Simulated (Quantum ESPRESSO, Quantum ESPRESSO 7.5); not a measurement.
**W(100), 5 layers: test of the smearing**

Which setting serves for W(100), 5 layers? The runs below step through one kind of setting.

Main program and level: Quantum ESPRESSO 7.5; plane-wave DFT, PBE, GBRV ultrasoft pseudopotentials.

## Step 1: Set-up

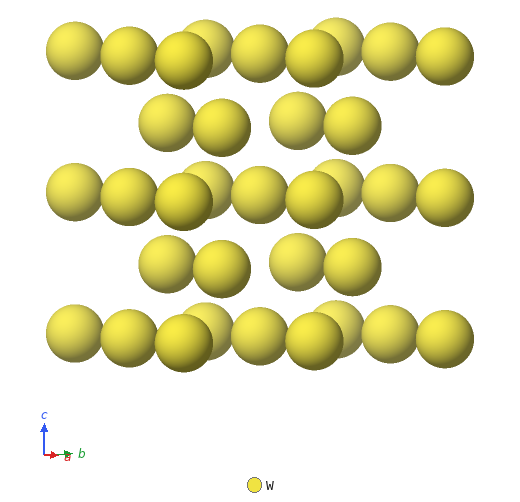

The starting structure, seen from the side, with the c axis up (tungsten yellow). 2×2×1 cells are drawn. Some periodic images of atoms are drawn too.

The cell holds 5 atoms: 5 W. Its edges and angles: a = 3.160 Å, b = 3.160 Å, c = 22.320 Å, α = 90.0°, β = 90.0°, γ = 90.0°. It derives from W. Vacuum lies along c.

## Step 2: Ground state: mv smearing, 0.01 Ry

The first run is the reference of the series.

Input file c0.in:

```
&control
  prefix = 'c0'
  outdir = './out'
  pseudo_dir = './pseudo'
  calculation = 'scf'
  tprnfor = .true.
/
&system
  ibrav = 0
  nat = 5
  ntyp = 1
  ecutwfc = 40
  ecutrho = 200
  occupations = 'smearing'
  smearing = 'mv'
  degauss = 0.01
  assume_isolated = 'esm'
  esm_bc = 'bc1'
/
&electrons
  conv_thr = 1e-07
  mixing_beta = 0.4
  electron_maxstep = 120
  mixing_mode = 'local-TF'
/
ATOMIC_SPECIES
  W   183.8400  w_pbe_v1.2.uspp.F.UPF
CELL_PARAMETERS angstrom
  3.16000000000000 0.00000000000000 0.00000000000000
  0.00000000000000 3.16000000000000 0.00000000000000
  0.00000000000000 0.00000000000000 22.32000000000000
ATOMIC_POSITIONS crystal
  W   0.000000000000 0.000000000000 -0.141577060932
  W   0.500000000000 0.500000000000 -0.070788530466
  W   0.000000000000 0.000000000000 0.000000000000
  W   0.500000000000 0.500000000000 0.070788530466
  W   0.000000000000 0.000000000000 0.141577060932
K_POINTS automatic
  12 12 1 0 0 0
```

On the command line:

```bash
OMP_NUM_THREADS=1 mpirun -n 4 pw.x -nk 4 -in c0.in > c0.out
```

Output:

```text
Program PWSCF v.7.5 starts
[citation notice left out]

     Parallel version (MPI & OpenMP), running on       4 processor cores
     Number of MPI processes:                 4
     Threads/MPI process:                     1

     MPI processes distributed on     1 nodes
[...]
Current dimensions of program PWSCF are:
     Max number of different atomic species (ntypx) = 10
     Max number of k-points (npk) =  40000
     Max angular momentum in pseudopotentials (lmaxx) =  4
     Message from routine setup:
     using ibrav=0 with symmetry is DISCOURAGED, use correct ibrav instead

     K-points division:     npool     =       4
     Subspace diagonalization in iterative solution of the eigenvalue problem:
     a serial algorithm will be used

     G-vector sticks info
     --------------------
     sticks:   dense  smooth     PW     G-vecs:    dense   smooth      PW
     Sum         569     441    145                71885    51073    8983

     Using Slab Decomposition

     bravais-lattice index     =            0
     lattice parameter (alat)  =       5.9715  a.u.
     unit-cell volume          =    1504.0593 (a.u.)^3
     number of atoms/cell      =            5
     number of atomic types    =            1
     number of electrons       =        70.00
     number of Kohn-Sham states=           42
     kinetic-energy cutoff     =      40.0000  Ry
     charge density cutoff     =     200.0000  Ry
     scf convergence threshold =      1.0E-07
     mixing beta               =       0.4000
     number of iterations used =            8  local-TF  mixing
     Exchange-correlation= SLA  PW   PBE  PBE
                           (   1   4   3   4   0   0   0)

     Effective Screening Medium Method
     =================================
     Boundary Conditions: Vacuum-Slab-Vacuum
     total charge in unit cell        =   0.0000
     grid points for fit at edges     =        4

     celldm(1)=   5.971535  celldm(2)=   0.000000  celldm(3)=   0.000000
     celldm(4)=   0.000000  celldm(5)=   0.000000  celldm(6)=   0.000000

     crystal axes: (cart. coord. in units of alat)
               a(1) = (   1.000000   0.000000   0.000000 )
               a(2) = (   0.000000   1.000000   0.000000 )
               a(3) = (   0.000000   0.000000   7.063291 )

     reciprocal axes: (cart. coord. in units 2 pi/alat)
               b(1) = (  1.000000  0.000000  0.000000 )
               b(2) = (  0.000000  1.000000  0.000000 )
               b(3) = (  0.000000  0.000000  0.141577 )

     PseudoPot. # 1 for W  read from file:
     ./pseudo/w_pbe_v1.2.uspp.F.UPF
     Pseudo is Ultrasoft + core correction, Zval = 14.0
     Generated by new atomic code, or converted to UPF format
     Using radial grid of  923 points,  8 beta functions with:
                l(1) =   0
                l(2) =   0
                l(3) =   0
                l(4) =   1
                l(5) =   1
                l(6) =   2
                l(7) =   2
                l(8) =   3
     Q(r) pseudized with  6 coefficients,  rinner =    1.350   1.350   1.350
                                                       1.350   1.350   1.350
                                                       1.350

     atomic species   valence    mass     pseudopotential
     W                14.00   183.84000     W ( 1.00)

     16 Sym. Ops., with inversion, found

   Cartesian axes

     site n.     atom                  positions (alat units)
         1        W      tau(   1) = (   0.0000000   0.0000000  -1.0000000  )
         2        W      tau(   2) = (   0.5000000   0.5000000  -0.5000000  )
         3        W      tau(   3) = (   0.0000000   0.0000000   0.0000000  )
         4        W      tau(   4) = (   0.5000000   0.5000000   0.5000000  )
         5        W      tau(   5) = (   0.0000000   0.0000000   1.0000000  )

     number of k points=    28  Marzari-Vanderbilt smearing, width (Ry)=  0.0100
                       cart. coord. in units 2pi/alat
        k(    1) = (   0.0000000   0.0000000   0.0000000), wk =   0.0138889
        k(    2) = (   0.0000000   0.0833333   0.0000000), wk =   0.0555556
        k(    3) = (   0.0000000   0.1666667   0.0000000), wk =   0.0555556
        k(    4) = (   0.0000000   0.2500000   0.0000000), wk =   0.0555556
        k(    5) = (   0.0000000   0.3333333   0.0000000), wk =   0.0555556
        k(    6) = (   0.0000000   0.4166667   0.0000000), wk =   0.0555556
        k(    7) = (   0.0000000  -0.5000000   0.0000000), wk =   0.0277778
        k(    8) = (   0.0833333   0.0833333   0.0000000), wk =   0.0555556
        k(    9) = (   0.0833333   0.1666667   0.0000000), wk =   0.1111111
        k(   10) = (   0.0833333   0.2500000   0.0000000), wk =   0.1111111
[...]
k(   28) = (  -0.5000000  -0.5000000   0.0000000), wk =   0.0138889

     Dense  grid:    71885 G-vectors     FFT dimensions: (  27,  27, 192)

     Smooth grid:    51073 G-vectors     FFT dimensions: (  25,  25, 180)

     Estimated max dynamical RAM per process >     195.56 MB

     Estimated total dynamical RAM >     729.59 MB

     Initial potential from superposition of free atoms

     starting charge      69.4983, renormalised to      70.0000

     negative rho (up, down):  3.159E-01 0.000E+00
     Starting wfcs are   65 randomized atomic wfcs

     total cpu time spent up to now is        1.9 secs

     per-process dynamical memory:    80.8 Mb

     Self-consistent Calculation

     iteration #  1     ecut=    40.00 Ry     beta= 0.40
     Davidson diagonalization with overlap
     ethr =  1.00E-02,  avg # of iterations =  1.3

     negative rho (up, down):  3.161E-01 0.000E+00

     total cpu time spent up to now is        4.7 secs

     total energy              =    -795.24685163 Ry
     estimated scf accuracy    <       1.56852731 Ry

     iteration #  2     ecut=    40.00 Ry     beta= 0.40
[...]
negative rho (up, down):  3.245E-01 0.000E+00

[...]
total energy              =    -795.15887361 Ry
     estimated scf accuracy    <       0.80768934 Ry

     iteration #  3     ecut=    40.00 Ry     beta= 0.40
[...]
negative rho (up, down):  3.245E-01 0.000E+00

[...]
total energy              =    -795.21837277 Ry
     estimated scf accuracy    <       0.05824428 Ry

     iteration #  4     ecut=    40.00 Ry     beta= 0.40
[...]
c_bands:  1 eigenvalues not converged
[...]
negative rho (up, down):  3.245E-01 0.000E+00

[...]
negative rho (up, down):  3.281E-01 0.000E+00

[...]
total energy              =    -795.30164472 Ry
     estimated scf accuracy    <       0.00524209 Ry

     iteration # 10     ecut=    40.00 Ry     beta= 0.40
[...]
negative rho (up, down):  3.285E-01 0.000E+00

[...]
total energy              =    -795.30140766 Ry
     estimated scf accuracy    <       0.00114499 Ry

     iteration # 11     ecut=    40.00 Ry     beta= 0.40
[...]
negative rho (up, down):  3.276E-01 0.000E+00

[...]
total energy              =    -795.29971397 Ry
     estimated scf accuracy    <       0.00069932 Ry

     iteration # 12     ecut=    40.00 Ry     beta= 0.40
[...]
c_bands:  1 eigenvalues not converged
[...]
negative rho (up, down):  3.283E-01 0.000E+00

[...]
total energy              =    -795.29871114 Ry
     estimated scf accuracy    <       0.00293026 Ry

     iteration # 13     ecut=    40.00 Ry     beta= 0.40
[...]
negative rho (up, down):  3.280E-01 0.000E+00

[...]
total energy              =    -795.29818745 Ry
     estimated scf accuracy    <       0.00025717 Ry

     iteration # 14     ecut=    40.00 Ry     beta= 0.40
[...]
negative rho (up, down):  3.282E-01 0.000E+00

[...]
total energy              =    -795.29642061 Ry
     estimated scf accuracy    <       0.00035860 Ry

[...]
iteration # 18     ecut=    40.00 Ry     beta= 0.40
[...]
negative rho (up, down):  3.284E-01 0.000E+00

[...]
total energy              =    -795.29641721 Ry
     estimated scf accuracy    <       0.00000418 Ry

     iteration # 19     ecut=    40.00 Ry     beta= 0.40
[...]
negative rho (up, down):  3.284E-01 0.000E+00

[...]
total energy              =    -795.29638849 Ry
     estimated scf accuracy    <       0.00000287 Ry

     iteration # 20     ecut=    40.00 Ry     beta= 0.40
[...]
negative rho (up, down):  3.284E-01 0.000E+00

[...]
total energy              =    -795.29638439 Ry
     estimated scf accuracy    <       0.00000586 Ry

     iteration # 21     ecut=    40.00 Ry     beta= 0.40
[...]
negative rho (up, down):  3.283E-01 0.000E+00

[...]
total energy              =    -795.29635904 Ry
     estimated scf accuracy    <       0.00000228 Ry

     iteration # 22     ecut=    40.00 Ry     beta= 0.40
[...]
negative rho (up, down):  3.283E-01 0.000E+00

[...]
total energy              =    -795.29632627 Ry
     estimated scf accuracy    <       0.00000053 Ry

     iteration # 23     ecut=    40.00 Ry     beta= 0.40
[...]
negative rho (up, down):  3.283E-01 0.000E+00

[...]
total energy              =    -795.29632884 Ry
     estimated scf accuracy    <       0.00000016 Ry

     iteration # 24     ecut=    40.00 Ry     beta= 0.40
[...]
negative rho (up, down):  3.283E-01 0.000E+00

[...]
total energy              =    -795.29633785 Ry
     estimated scf accuracy    <       0.00000010 Ry

     iteration # 25     ecut=    40.00 Ry     beta= 0.40
[...]
negative rho (up, down):  3.283E-01 0.000E+00

[...]
End of self-consistent calculation

          k = 0.0000 0.0000 0.0000 (  6381 PWs)   bands (ev):

   -78.4044 -78.3216 -78.3124 -78.1253 -78.1051 -42.8408 -42.7793 -42.7793
   -42.7590 -42.6923 -42.5249 -42.5249 -42.3630 -42.3630 -42.2740 -42.0747
   -42.0747 -42.0062 -41.9575 -41.9575 -13.1099 -11.2148  -9.6243  -9.5417
    -9.0566  -8.3806  -8.3428  -6.6377  -5.3786  -5.3786  -5.0278  -4.9693
    -4.9693  -4.6240  -4.5566  -4.4956  -4.1329  -4.1329  -3.8842  -2.7112
    -2.5012  -2.5011

          k = 0.0000 0.0833 0.0000 (  6402 PWs)   bands (ev):

   -78.4017 -78.3199 -78.3115 -78.1259 -78.1071 -42.8524 -42.8486 -42.7656
   -42.7266 -42.6969 -42.5158 -42.4904 -42.4545 -42.3616 -42.2009 -42.1199
   -42.0815 -41.9753 -41.9752 -41.9697 -12.9530 -11.1012  -9.5346  -9.4350
    -8.9862  -8.3888  -8.1837  -6.6721  -5.5536  -5.5228  -5.5053  -4.8837
    -4.8808  -4.6564  -4.5479  -4.4445  -4.3751  -3.6850  -3.4099  -3.1363
    -2.8423  -2.4794

          k = 0.0000 0.1667 0.0000 (  6392 PWs)   bands (ev):

   -78.3942 -78.3151 -78.3088 -78.1275 -78.1125 -42.9258 -42.9128 -42.7463
   -42.7259 -42.6434 -42.5765 -42.4898 -42.4552 -42.3566 -42.1708 -42.1345
   -42.1003 -42.0108 -42.0055 -41.9474 -12.5013 -10.8004  -9.3955  -9.0866
    -8.8109  -8.4675  -7.6775  -6.5454  -6.0254  -5.9633  -5.7941  -5.0777
    -4.9812  -4.7899  -4.7671  -4.1193  -3.9694  -3.4217  -3.1268  -3.1005
    -3.0403  -2.5255

          k = 0.0000 0.2500 0.0000 (  6398 PWs)   bands (ev):

   -78.3837 -78.3083 -78.3047 -78.1299 -78.1207 -43.0031 -42.9961 -42.7342
   -42.7115 -42.6643 -42.5891 -42.4728 -42.4495 -42.3495 -42.1711 -42.1521
   -42.1309 -42.0628 -41.9982 -41.9439 -11.8140 -10.4365  -9.3569  -8.7467
    -8.5620  -8.4076  -6.9366  -6.4918  -6.4817  -5.9828  -5.8198  -5.2918
    -5.1948  -5.0871  -4.9570  -3.6757  -3.5460  -3.5403  -3.1195  -3.0906
    -2.9868  -2.8919

          k = 0.0000 0.3333 0.0000 (  6366 PWs)   bands (ev):

   -78.3729 -78.3012 -78.2998 -78.1325 -78.1298 -43.0833 -43.0522 -42.8048
   -42.7259 -42.5890 -42.5782 -42.5097 -42.3981 -42.3398 -42.2018 -42.1720
   -42.1358 -42.1345 -41.9632 -41.9618 -11.0038 -10.1828  -9.4546  -8.5784
    -8.4644  -7.8852  -6.9053  -6.8590  -6.1933  -5.5960  -5.5810  -5.5437
    -5.1791  -5.0691  -4.9790  -3.8110  -3.7788  -3.6134  -3.0322  -3.0186
    -2.7354  -2.7321

          k = 0.0000 0.4167 0.0000 (  6368 PWs)   bands (ev):

   -78.3649 -78.2958 -78.2955 -78.1373 -78.1347 -43.1371 -43.0892 -42.8641
   -42.7349 -42.5878 -42.5252 -42.5150 -42.3408 -42.3246 -42.2306 -42.2223
   -42.2161 -42.0904 -41.9941 -41.9408 -10.2967 -10.1007  -9.4938  -8.5113
    -8.3972  -7.3291  -7.1746  -7.0945  -6.0028  -5.8207  -5.7234  -5.3756
    -5.2546  -4.7732  -4.4230  -4.0833  -3.6434  -3.5219  -2.8636  -2.8538
    -2.6668  -2.3298

[...]
the Fermi energy is    -4.2682 ev

!    total energy              =    -795.29634665 Ry
     estimated scf accuracy    <       0.00000010 Ry
     smearing contrib. (-TS)   =      -0.00045292 Ry
     internal energy E=F+TS    =    -795.29589374 Ry

     The total energy is F=E-TS. E is the sum of the following terms:
     one-electron contribution =    8472.85640074 Ry
     hartree contribution      =   -4262.79069196 Ry
     xc contribution           =    -205.74936895 Ry
     ewald contribution        =   -4799.61223356 Ry

     convergence has been achieved in  25 iterations

     negative rho (up, down):  3.283E-01 0.000E+00

     Forces acting on atoms (cartesian axes, Ry/au):

     atom    1 type  1   force =     0.00000000    0.00000000    0.04965519
     atom    2 type  1   force =     0.00000000    0.00000000   -0.06160261
     atom    3 type  1   force =     0.00000000    0.00000000    0.00000000
     atom    4 type  1   force =     0.00000000    0.00000000    0.06160261
     atom    5 type  1   force =     0.00000000    0.00000000   -0.04965519

     Total force =     0.111897     Total SCF correction =     0.001143

[...]
=------------------------------------------------------------------------------=
   JOB DONE.
=------------------------------------------------------------------------------=
[...]
```

Run time: 1.7 min. Hardware: 4 MPI ranks of Arm Neoverse V2, shared host; peak memory 0.84 GiB.

Read from the output:

```
free energy                                                    : -10820.5580 eV
Fermi energy                                                   : -4.268 eV
vacuum line at the lower end of the cell, over the Fermi level : 4.268 eV
vacuum line at the upper end of the cell, over the Fermi level : 4.268 eV
```

The potential energy, planar mean oscillates, so the rows of the table below give means over windows of 1.51 Å about each position, cut where the curve ends. Its maxima inside the range that stand out by 2 % of the span (Å: eV): -2.3: -8.02, -0.8: -8.54, 0.8: -8.54, 2.3: -8.02. Its minima: -3.1: -10.2, -1.5: -10.7, 0.0: -10.8, 1.5: -10.7, 3.1: -10.2.

Electrostatic potential energy of an electron; zero at the Fermi level. The potential energy, planar mean by z; means over each step:

| z (Å) | potential energy, planar mean (eV) |
| --- | --- |
| -10.40 | 4.27 |
| -8.89 | 4.27 |
| -7.38 | 4.26 |
| -5.88 | 4.10 |
| -4.37 | 0.0302 |
| -2.86 | -8.98 |
| -1.35 | -9.61 |
| 0.16 | -9.72 |
| 1.67 | -9.51 |
| 3.18 | -8.35 |
| 4.69 | 2.03 |
| 6.21 | 4.18 |
| 7.71 | 4.26 |
| 9.22 | 4.27 |
| 10.73 | 4.27 |

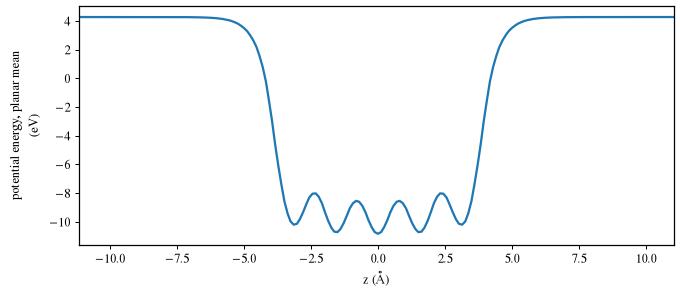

Potential energy, planar mean, plotted against z.

The program's own clock; routines nest. Time by routine:

| routine | wall time (s) | calls |
| --- | --- | --- |
| PWSCF | 102 | 1 |
| electrons | 99.44 | 1 |
| c_bands | 79.12 | 25 |
| cegterg | 69.51 | 175 |
| h_psi | 42.71 | 1421 |
| fftw | 29.89 | 51890 |
| vloc_psi | 28.85 | 1421 |
| sum_band | 10.85 | 25 |
| calbec | 9.08 | 1624 |
| add_vuspsi | 6.92 | 1421 |
| s_psi | 6.82 | 1421 |
| h_psi:calbec | 6.74 | 1421 |
| mix_rho | 4.97 | 25 |
| newd | 3.32 | 26 |

The vacuum levels are read from the outermost 0.7 Å of the cell on either side.

The run needed 25 iterations to bring the estimated error under 1e-07 Ry; the largest force on any atom, held or free, is 1.58 eV/Å, so this geometry is far from relaxed and its levels are not those of the real material.

Inside the slab this potential holds the local part of the pseudopotentials, which can be repulsive at the nuclei; only its value in the vacuum has a meaning of its own.

## Step 3: Ground state: mv smearing, 0.02 Ry

c1.in, as its differences from the input of step 2:

```diff
@@ -1,3 +1,3 @@
 &control
-  prefix = 'c0'
+  prefix = 'c1'
   outdir = './out'
@@ -15,3 +15,3 @@
   smearing = 'mv'
-  degauss = 0.01
+  degauss = 0.02
   assume_isolated = 'esm'
```

On the command line:

```bash
OMP_NUM_THREADS=1 mpirun -n 4 pw.x -nk 4 -in c1.in > c1.out
```

Output:

```text
[banner, memory and clock lines left out]
Program PWSCF v.7.5 starts
[...]
Message from routine setup:
[...]
number of electrons       =        70.00
     number of Kohn-Sham states=           42
     kinetic-energy cutoff     =      40.0000  Ry
     charge density cutoff     =     200.0000  Ry
[...]
number of k points=    28  Marzari-Vanderbilt smearing, width (Ry)=  0.0200
[...]
Dense  grid:    71885 G-vectors     FFT dimensions: (  27,  27, 192)
[...]
negative rho (up, down):  3.159E-01 0.000E+00
     Starting wfcs are   65 randomized atomic wfcs
[...]
negative rho (up, down):  3.162E-01 0.000E+00
[...]
estimated scf accuracy    <       1.58033912 Ry
[...]
negative rho (up, down):  3.243E-01 0.000E+00
[...]
estimated scf accuracy    <       0.79737955 Ry
[...]
negative rho (up, down):  3.249E-01 0.000E+00
[...]
estimated scf accuracy    <       0.06264117 Ry
[...]
negative rho (up, down):  3.248E-01 0.000E+00
[...]
estimated scf accuracy    <       0.07085384 Ry
[...]
negative rho (up, down):  3.278E-01 0.000E+00
[...]
estimated scf accuracy    <       0.04119869 Ry
[...]
negative rho (up, down):  3.276E-01 0.000E+00
[...]
estimated scf accuracy    <       0.02187358 Ry
[...]
negative rho (up, down):  3.281E-01 0.000E+00
[...]
estimated scf accuracy    <       0.01310568 Ry
[...]
negative rho (up, down):  3.282E-01 0.000E+00
[...]
estimated scf accuracy    <       0.00687789 Ry
[...]
negative rho (up, down):  3.267E-01 0.000E+00
[...]
estimated scf accuracy    <       0.00955760 Ry
[...]
negative rho (up, down):  3.276E-01 0.000E+00
[...]
estimated scf accuracy    <       0.00693070 Ry
[...]
negative rho (up, down):  3.292E-01 0.000E+00
[...]
estimated scf accuracy    <       0.00695002 Ry
[...]
negative rho (up, down):  3.275E-01 0.000E+00
[...]
estimated scf accuracy    <       0.00055493 Ry
[...]
negative rho (up, down):  3.276E-01 0.000E+00
[...]
estimated scf accuracy    <       0.00240631 Ry
[...]
negative rho (up, down):  3.279E-01 0.000E+00
[...]
estimated scf accuracy    <       0.00075565 Ry
[...]
negative rho (up, down):  3.282E-01 0.000E+00
[...]
estimated scf accuracy    <       0.00002791 Ry
[...]
negative rho (up, down):  3.283E-01 0.000E+00
[...]
estimated scf accuracy    <       0.00020964 Ry
[...]
negative rho (up, down):  3.283E-01 0.000E+00
[...]
estimated scf accuracy    <       0.00000825 Ry
[...]
negative rho (up, down):  3.283E-01 0.000E+00
[...]
estimated scf accuracy    <       0.00001260 Ry
[...]
negative rho (up, down):  3.283E-01 0.000E+00
[...]
estimated scf accuracy    <       0.00003958 Ry
[...]
negative rho (up, down):  3.283E-01 0.000E+00
[...]
estimated scf accuracy    <       0.00000012 Ry
[...]
negative rho (up, down):  3.283E-01 0.000E+00
[...]
estimated scf accuracy    <       0.00000237 Ry
[...]
negative rho (up, down):  3.283E-01 0.000E+00
[...]
the Fermi energy is    -4.2258 ev
!    total energy              =    -795.29685889 Ry
     estimated scf accuracy    <       0.00000004 Ry
     smearing contrib. (-TS)   =      -0.00041290 Ry
     internal energy E=F+TS    =    -795.29644599 Ry
[...]
one-electron contribution =    8472.58426035 Ry
     hartree contribution      =   -4262.51507155 Ry
     xc contribution           =    -205.75340123 Ry
     ewald contribution        =   -4799.61223356 Ry
     convergence has been achieved in  22 iterations
     negative rho (up, down):  3.283E-01 0.000E+00
[...]
Total force =     0.114778     Total SCF correction =     0.000473
[...]
```

The job ended after 100 s (4 MPI ranks; peak memory 0.89 GiB).

Numbers from this step:

```
free energy                                                    : -10820.5650 eV
Fermi energy                                                   : -4.226 eV
vacuum line at the lower end of the cell, over the Fermi level : 4.226 eV
vacuum line at the upper end of the cell, over the Fermi level : 4.226 eV
```

The program's own clock; routines nest. Time by routine:

| routine | wall time (s) | calls |
| --- | --- | --- |
| PWSCF | 99.4 | 1 |
| electrons | 96.78 | 1 |
| c_bands | 78.96 | 22 |
| cegterg | 69.76 | 154 |
| h_psi | 42.52 | 1422 |
| fftw | 29.26 | 49998 |
| vloc_psi | 28.77 | 1422 |
| sum_band | 9.64 | 22 |
| calbec | 8.83 | 1604 |
| add_vuspsi | 6.84 | 1422 |
| s_psi | 6.76 | 1422 |
| h_psi:calbec | 6.71 | 1422 |
| mix_rho | 4.21 | 22 |
| newd | 2.91 | 23 |

Counted from each run's own zero (the Fermi level), the vacuum level differs from the first run's by -42 meV.

(Continued in part 2 of 3.)

[Logs are printed without paths, hosts, clocks, repeated set-up lines and the standing remarks that a program may print on its own settings, such as how far it seeks lower states.]

[Hosts, paths, dates, database ids (printed as entryN), source tags and the programs' standing remarks are cut or masked in the printed files.]

[Maps of the electrostatic potential energy from Ansatz leave out the sawtooth potential of an applied field or a dipole correction, so their vacuum need not be flat; planar profiles and work functions include it.]
